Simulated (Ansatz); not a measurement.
Consider Al16BH3 (slab).

```
Al B H
1.0
     8.10000    0.00000    0.00000
     0.00000    5.72757    0.00000
     0.00000    0.00000   16.29567
Al B H
16 1 3
Cartesian
  2.0250 1.4319 1.0001
  6.0750 1.4319 1.0001
  2.0250 4.2957 1.0001
  6.0750 4.2957 1.0001
  8.0950 5.7229 2.2930
  4.0432 5.7069 2.3340
  8.0946 2.8708 2.2943
  4.0430 2.8837 2.3321
  2.0244 1.4321 3.7361
  6.0390 1.4324 3.7522
  2.0206 4.2958 3.8161
  6.0259 4.2966 3.8414
  8.0798 0.0179 5.0349
  4.0008 5.6821 5.1217
  8.0795 2.8461 5.0373
  4.0013 2.9096 5.1204
  4.0777 1.4312 6.7435
  5.1495 1.4261 7.2931
  3.3711 2.4111 7.0141
  3.3407 0.4847 7.0374
```

PAW files of the earlier set (soft_1).

The calculation used DFT PBE, scalar-relativistic, plane waves, PAW (Ansatz 0.2.0).

> What will maps of the valence pseudo-density and electron localisation function show?

B–H (1.20 Å): the density is about 1.2 e/Å³ at the midpoint; the ELF climbs to about 1 towards the hydrogen, as it does in any bond to H: an ordinary covalent bond to hydrogen.
Al–Al (2.74 Å): ρ at the midpoint is about 0.24 e/Å³; the ELF peaks at about 0.70 between the atoms.

> Does the calculation make it a metal, or give it a gap?

It is gapless in this calculation (a metal or semimetal).

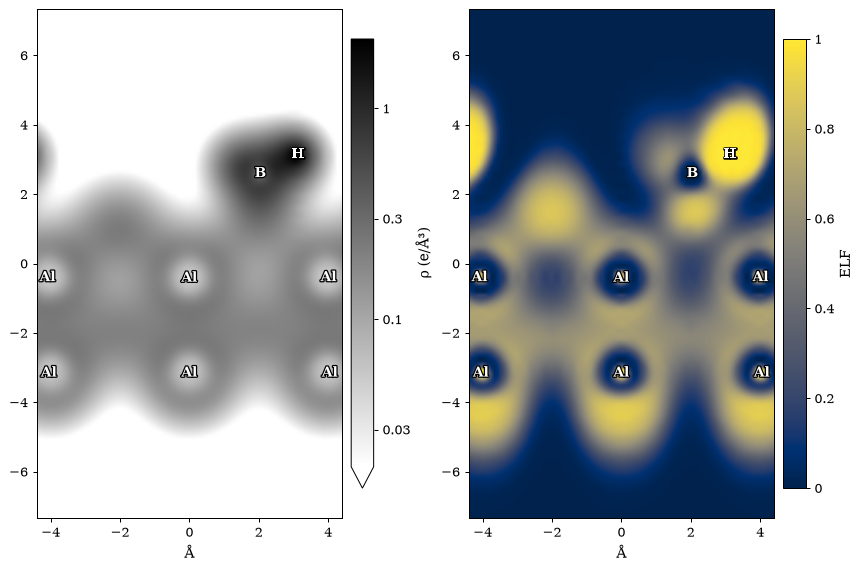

Computed valence pseudo-density and electron localisation function on the (010) plane of the calculation cell, a cut from vacuum to vacuum, in this order. 
